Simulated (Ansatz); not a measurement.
# Computed scan of one atom of the cell: Mo (bcc, W type)

Starting cell, Mo (bcc, W type):

```
CELL_PARAMETERS angstrom
     -3.15088     3.15088     3.15088
      1.57544    -1.57544     1.57544
      1.57544     1.57544    -1.57544
ATOMIC_POSITIONS crystal
  Mo 0.00000 0.00000 0.00000
  Mo 0.50000 0.00000 0.00000
```

Scan: atom 1 (Mo, nearest neighbour Mo at 2.729 Å; its periodic images, 2.7 Å or more away, move with it) is displaced along Cartesian [110], direction (0.707, 0.707, 0.000) in Cartesian axes, by s. The other atoms stay.

Level of theory: r2SCAN (plane waves to 500 eV, PAW, scalar-relativistic; Ansatz, a first-principles code). k mesh 17×17×17 (Γ-centred), Fermi-Dirac smearing 0.05 eV. E stands for the smeared free energy. With partly filled bands, energies and forces of such displacements shift with the k mesh and the smearing. F⊥ is the part of the force across the line. On this mesh the relaxed cell isn't quite at rest: it carries a pressure of 0.1 GPa (compression positive) at the zero of the scan. Mo is run without spin polarisation. Mo was relaxed with its symmetry unable to fall. The PAW data are Ansatz's earlier set. The zero of ΔE is the undisplaced structure.

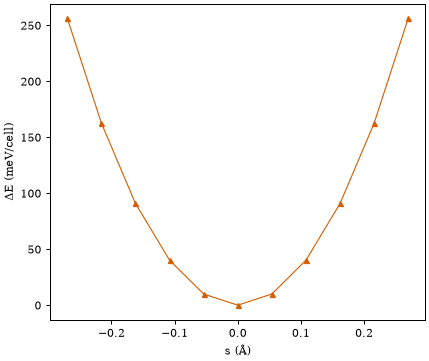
Figure: ΔE (meV/cell) against s (Å); one marker a computed point.

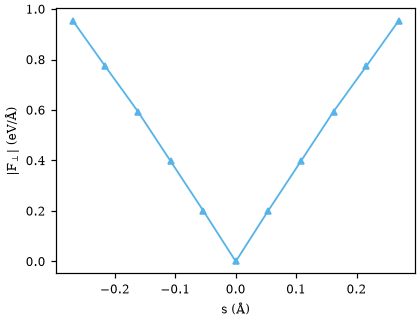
|F⊥| (eV/Å) against s (Å); one marker a computed point.

The energy at s = 0.270 Å is 256 meV/cell and the force along the line at s = -0.270 Å comes out as 1.94 eV/Å. Harmonic estimate at the end of the scan: ½ks² = 248 meV/cell against the computed 256 meV/cell, so the well is close to harmonic there. Shape of the curve: a single well with its minimum at or next to zero displacement. Symmetry of the curve: even: the same for both signs.

With its periodic images moving along, the atom's site symmetry in this cell is mmm.

(A displaced cell: forces are minus the slopes of the energy, force constants its curvatures, and phonons follow from these.)
